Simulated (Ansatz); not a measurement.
A series of calculations on Si2H7S

Part 1: Relaxation

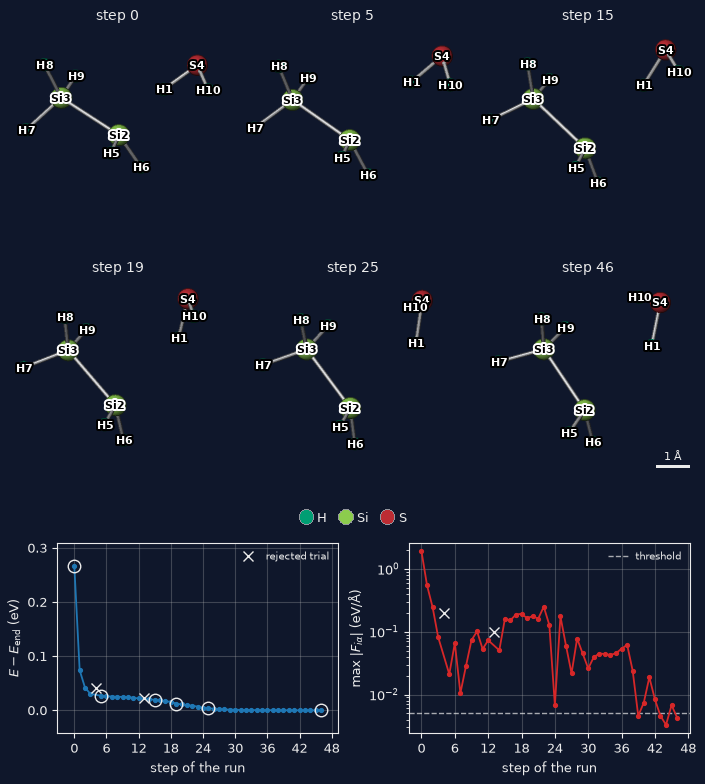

Frames of a relaxation of Si2H7S (multiplicity 2) (started from a transition state, displaced along its imaginary mode), marked on the history of the run. A ball-and-stick model, seen at a tilt.

Method: Ansatz, UKS PBE0-D4/def2-TZVP.

The input:
```yaml
crystal:
  periodic: [false, false, false]
  atoms:
    - {symbol: H, position_ang: [-1.081725, -0.874348, -0.915028]}
    - {symbol: Si, position_ang: [0.097833, 0.690574, -0.543113]}
    - {symbol: Si, position_ang: [1.205710, 0.144105, 1.408934]}
    - {symbol: S, position_ang: [-1.893631, -1.797645, -1.358462]}
    - {symbol: H, position_ang: [-0.880828, 1.786403, -0.439568]}
    - {symbol: H, position_ang: [0.957664, 0.827594, -1.747645]}
    - {symbol: H, position_ang: [2.111333, 1.270498, 1.758777]}
    - {symbol: H, position_ang: [0.228061, -0.063744, 2.506645]}
    - {symbol: H, position_ang: [2.009267, -1.090664, 1.214547]}
    - {symbol: H, position_ang: [-2.753784, -0.892874, -1.885086]}
basis:
  gaussian: {orbitals: def2-TZVP}
magnetization: {spin_polarized: true, initial_magnetization: 1}
hamiltonian: {xc: pbe0, dispersion: d4}
relax: {f_tol: 0.005, max_steps: 200}
```

Launched with:
```bash
ansatz run in.yaml --threads 4 --pin off --events-out ev --progress --plain --max-ram 9574MiB
```

> Describe the path.

Over 44 accepted moves (46 points after the start) the energy falls by 0.267 eV. Largest force component: 1.9 eV/Å at the start, 0.0043 eV/Å at the end. The line search rejected the trial steps at points 4, 13 of the run. The forces were under the threshold at step 39, but the run went on from there. The largest move after the best rigid fit is that of H10, 1.83 Å. By element the largest moves are H 1.83 Å, Si 0.72 Å, S 0.59 Å. Some distances before and after: H1–Si2 1.995 → 2.887 Å, Si2–S4 3.290 → 4.059 Å, H1–S4 1.307 → 1.347 Å, Si2–Si3 2.310 → 2.327 Å. Among the angles between lasting bonds that change: Si2–Si3–H7 108.2° → 111.4°. From step 0 to 5: S4 moves most (0.48 Å), energy −0.240 eV. From step 5 to 15: H8 moves most (0.46 Å), energy −0.008 eV. From step 15 to 19: H10 moves most (0.48 Å), energy −0.007 eV. From step 19 to 25: H10 moves most (0.51 Å), energy −0.008 eV. From step 25 to 46: H10 moves most (0.47 Å), energy −0.004 eV.

```tsv
step	E − E(0), eV	largest force component, eV/Å	note
0	0.0000	1.8978	
1	-0.1928	0.5459	
2	-0.2250	0.2456	
3	-0.2363	0.0820	
4	-0.2262	0.1995	rejected
5	-0.2400	0.0211	
6	-0.2408	0.0660	
7	-0.2414	0.0105	
8	-0.2418	0.0283	
9	-0.2421	0.0736	
10	-0.2424	0.1013	
12	-0.2450	0.0732	
14	-0.2463	0.0505	
16	-0.2484	0.1524	
18	-0.2510	0.1931	
19	-0.2545	0.1638	
21	-0.2576	0.1611	
23	-0.2602	0.1285	
25	-0.2629	0.1751	
27	-0.2646	0.0217	
29	-0.2656	0.0450	
31	-0.2660	0.0394	
33	-0.2663	0.0442	
35	-0.2665	0.0456	
37	-0.2666	0.0620	
38	-0.2667	0.0240	
40	-0.2668	0.0074	
42	-0.2668	0.0084	
44	-0.2669	0.0033	
46	-0.2669	0.0043
```

Part 2: Relaxation

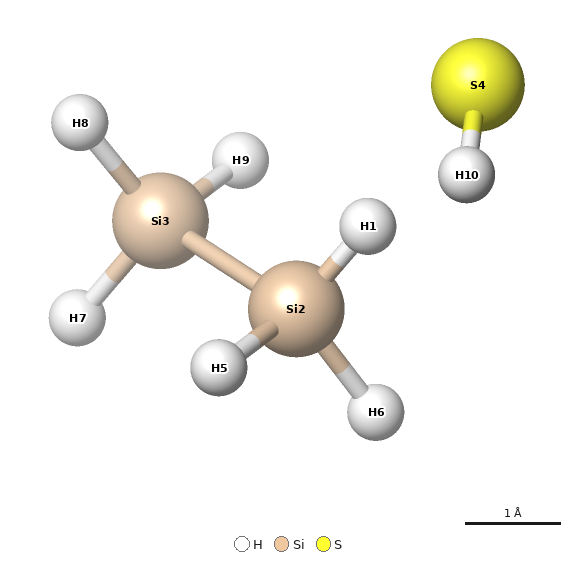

Si$_{2}$H$_{7}$S (multiplicity 2) (started from a transition state, displaced along its imaginary mode), before the relaxation. The picture is a ball-and-stick view, seen from a free direction.

All numbers below come from UKS PBE0-D4/def2-TZVP (Ansatz).

Input file:
```yaml
crystal:
  periodic: [false, false, false]
  atoms:
    - {symbol: H, position_ang: [-0.653948, -0.454897, -0.882363]}
    - {symbol: Si, position_ang: [-0.006069, 0.541943, -0.593672]}
    - {symbol: Si, position_ang: [1.195081, 0.139010, 1.401852]}
    - {symbol: S, position_ang: [-2.153952, -1.989258, -1.348124]}
    - {symbol: H, position_ang: [-0.879492, 1.756799, -0.431107]}
    - {symbol: H, position_ang: [0.927804, 0.825061, -1.722660]}
    - {symbol: H, position_ang: [2.094771, 1.267821, 1.763760]}
    - {symbol: H, position_ang: [0.221924, -0.078351, 2.503779]}
    - {symbol: H, position_ang: [2.010815, -1.089024, 1.215215]}
    - {symbol: H, position_ang: [-2.757035, -0.919203, -1.906681]}
basis:
  gaussian: {orbitals: def2-TZVP}
magnetization: {spin_polarized: true, initial_magnetization: 1}
hamiltonian: {xc: pbe0, dispersion: d4}
relax: {f_tol: 0.005, max_steps: 200}
```

Command:
```bash
ansatz run in.yaml --threads 4 --pin off --events-out ev --progress --plain --max-ram 9574MiB
```

Question: Where does the relaxation end?

Answer: The atom that moves furthest after the best rigid fit is H10 (0.50 Å). Largest moves by element: H 0.50 Å, S 0.27 Å, Si 0.14 Å. Among the contacts that change: H1–S4 2.196 → 1.787 Å, H1–Si2 1.223 → 1.590 Å, Si2–Si3 2.364 → 2.336 Å, Si2–H5 1.505 → 1.487 Å. Bond angles that change, for instance: H1–Si2–H5 112.1° → 106.4°, Si3–Si2–H5 110.0° → 112.7°, H5–Si2–H6 107.0° → 109.6°. Over 32 accepted moves (37 points after the start) the energy falls by 1.058 eV. The largest force component goes from 7.6 to 0.0021 eV/Å. The line search rejected the trial steps at points 11, 13, 18, 20, 21 of the run. The forces were under the threshold at step 17, but the run went on from there. Cost: 2 min on 4 threads of Arm Neoverse V1, on a shared host.

Step by step:

```json
{"step": "0", "E − E(0), eV": "0.0000", "largest force component, eV/Å": "7.5656", "note": ""}
{"step": "1", "E − E(0), eV": "-0.8067", "largest force component, eV/Å": "2.6311", "note": ""}
{"step": "2", "E − E(0), eV": "-1.0125", "largest force component, eV/Å": "0.6616", "note": ""}
{"step": "3", "E − E(0), eV": "-1.0416", "largest force component, eV/Å": "0.2300", "note": ""}
{"step": "4", "E − E(0), eV": "-1.0487", "largest force component, eV/Å": "0.0490", "note": ""}
{"step": "5", "E − E(0), eV": "-1.0535", "largest force component, eV/Å": "0.1758", "note": ""}
{"step": "6", "E − E(0), eV": "-1.0557", "largest force component, eV/Å": "0.0385", "note": ""}
{"step": "7", "E − E(0), eV": "-1.0562", "largest force component, eV/Å": "0.0225", "note": ""}
{"step": "8", "E − E(0), eV": "-1.0570", "largest force component, eV/Å": "0.0229", "note": ""}
{"step": "9", "E − E(0), eV": "-1.0573", "largest force component, eV/Å": "0.0084", "note": ""}
{"step": "10", "E − E(0), eV": "-1.0574", "largest force component, eV/Å": "0.0140", "note": ""}
{"step": "11", "E − E(0), eV": "-1.0574", "largest force component, eV/Å": "0.0630", "note": "rejected"}
{"step": "13", "E − E(0), eV": "-1.0557", "largest force component, eV/Å": "0.2516", "note": "rejected"}
{"step": "14", "E − E(0), eV": "-1.0575", "largest force component, eV/Å": "0.0080", "note": ""}
{"step": "16", "E − E(0), eV": "-1.0577", "largest force component, eV/Å": "0.0107", "note": ""}
{"step": "17", "E − E(0), eV": "-1.0578", "largest force component, eV/Å": "0.0023", "note": ""}
{"step": "19", "E − E(0), eV": "-1.0579", "largest force component, eV/Å": "0.0055", "note": ""}
{"step": "20", "E − E(0), eV": "-1.0576", "largest force component, eV/Å": "0.1053", "note": "rejected"}
{"step": "21", "E − E(0), eV": "-1.0414", "largest force component, eV/Å": "0.3353", "note": "rejected"}
{"step": "23", "E − E(0), eV": "-1.0581", "largest force component, eV/Å": "0.0390", "note": ""}
{"step": "24", "E − E(0), eV": "-1.0581", "largest force component, eV/Å": "0.0247", "note": ""}
{"step": "26", "E − E(0), eV": "-1.0582", "largest force component, eV/Å": "0.0269", "note": ""}
{"step": "27", "E − E(0), eV": "-1.0583", "largest force component, eV/Å": "0.0253", "note": ""}
{"step": "28", "E − E(0), eV": "-1.0583", "largest force component, eV/Å": "0.0487", "note": ""}
{"step": "30", "E − E(0), eV": "-1.0584", "largest force component, eV/Å": "0.0150", "note": ""}
{"step": "31", "E − E(0), eV": "-1.0584", "largest force component, eV/Å": "0.0122", "note": ""}
{"step": "33", "E − E(0), eV": "-1.0584", "largest force component, eV/Å": "0.0116", "note": ""}
{"step": "34", "E − E(0), eV": "-1.0584", "largest force component, eV/Å": "0.0088", "note": ""}
{"step": "36", "E − E(0), eV": "-1.0585", "largest force component, eV/Å": "0.0019", "note": ""}
{"step": "37", "E − E(0), eV": "-1.0585", "largest force component, eV/Å": "0.0021", "note": ""}
```

Final geometry:

```xyz
10

H    -0.7644   -0.6551   -1.0305
Si    0.1055    0.6152   -0.6351
Si    1.1561    0.1319    1.3945
S    -1.9711   -1.8815   -1.5124
H    -0.8418    1.7569   -0.5337
H     1.0621    0.8576   -1.7465
H     1.9999    1.2787    1.8259
H     0.1244   -0.1329    2.4299
H     2.0143   -1.0698    1.2304
H    -2.8852   -0.9012   -1.4225
```

The end point in the same view:

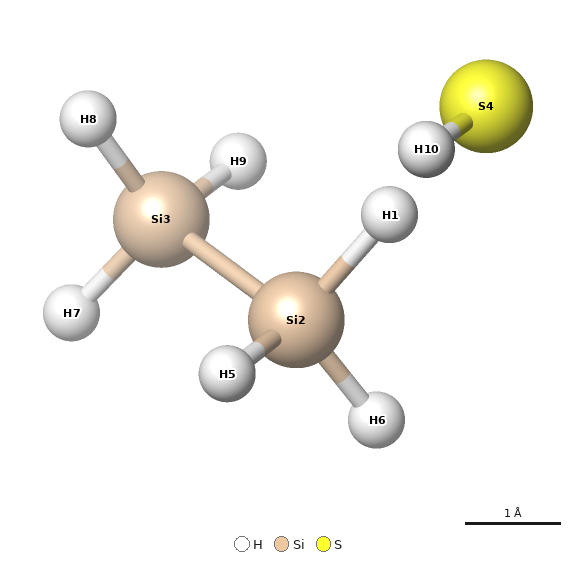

Part 3: Reaction

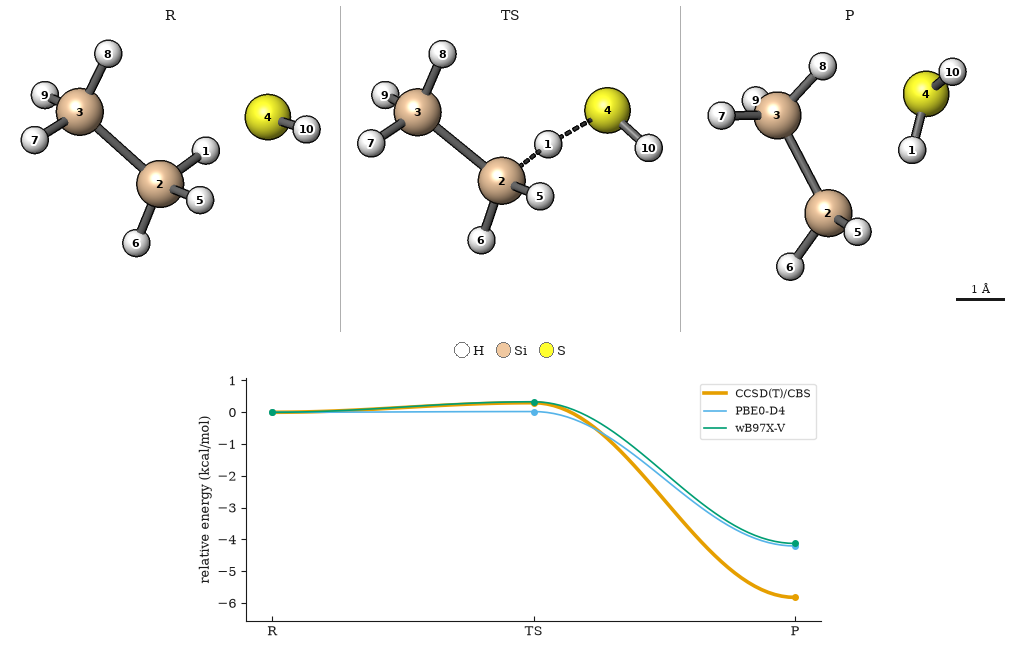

A reaction step of Si2H7S (multiplicity 2), with its energy diagram. Style: ball-and-stick. Shown at a tilt. Dashed sticks mark bonds that form or break.

Stationary points at PBE0-D4/def2-TZVP, single-point energies with CCSD(T)/CBS, PBE0-D4, wB97X-V (def2-TZVPP where no basis is named; Ansatz 0.2.0). The energies are electronic, without zero-point or thermal terms, and both ends are the minima reached downhill from the saddle, with any fragments still in contact. CCSD(T)/CBS stands for a frozen-core estimate: MP2 correlation extrapolated from def2-TZVPP and def2-QZVPP, CCSD(T) minus MP2 from the smaller set.

### Describe the step and its energetics.

Counted by bonded pieces, R holds SH + Si₂H₆ and P holds H₂S + Si₂H₅. From R over the saddle to P, a bond forms: H1–S4 (1.79 → 1.75 → 1.35 Å). A bond breaks: H1–Si2 (1.59 → 1.61 → 2.89 Å). The saddle has one imaginary mode, 63i cm⁻¹. With CCSD(T)/CBS the barrier is 0.3 kcal/mol from R and 6.1 kcal/mol from P, and P lies 5.8 kcal/mol below R.

```tsv
level	barrier from R (kcal/mol)	barrier from P (kcal/mol)	P less R (kcal/mol)
CCSD(T)/CBS	0.3	6.1	−5.8
PBE0-D4	0.0	4.2	−4.2
wB97X-V	0.3	4.5	−4.1
```

Part 4: Reaction

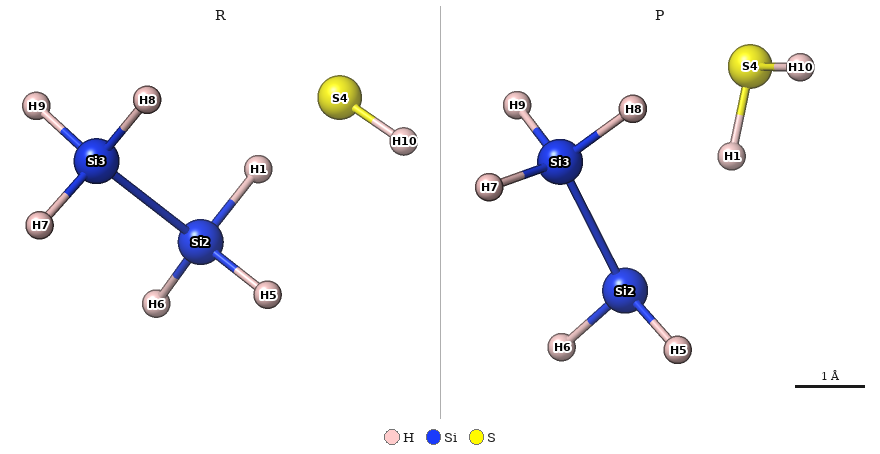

Reactant (R) and product (P) of one elementary step of Si$_{2}$H$_{7}$S (multiplicity 2). The picture is a ball-and-stick view, seen at a tilt.

Stationary points at PBE0-D4/def2-TZVP, single-point energies with PBE0-D4, BLYP-D4, wB97M-V, B2PLYP, RPA@PBE, r2SCAN0-D4 (def2-TZVPP where no basis is named; Ansatz 0.2.0). The energies are electronic, without zero-point or thermal terms, and both ends are the minima reached downhill from the saddle, with any fragments still in contact.

### Predict the saddle point between them and the barrier.

Counted by bonded pieces, R holds SH + Si₂H₆ and P holds H₂S + Si₂H₅. From R over the saddle to P, a bond forms: H1–S4 (1.79 → 1.75 → 1.35 Å). A bond breaks: H1–Si2 (1.59 → 1.61 → 2.89 Å). The saddle has one imaginary mode, 63i cm⁻¹. With PBE0-D4 the barrier is 0.00 eV from R and 0.18 eV from P, and P lies 0.18 eV below R.

```tsv
level	barrier from R (eV)	barrier from P (eV)	P less R (eV)
PBE0-D4	0.00	0.18	−0.18
BLYP-D4	0.00	0.08	−0.07
wB97M-V	0.01	0.24	−0.22
B2PLYP	0.01	0.19	−0.18
RPA@PBE	0.01	0.27	−0.25
r2SCAN0-D4	0.01	0.21	−0.21
```

The saddle point in the same view, with dashed sticks for the bonds that form or break:

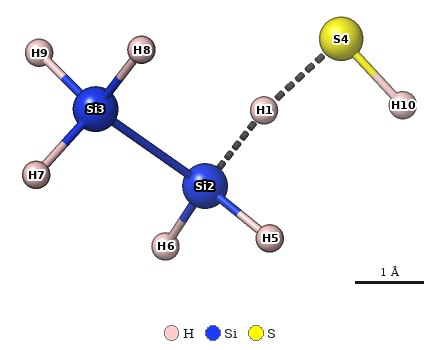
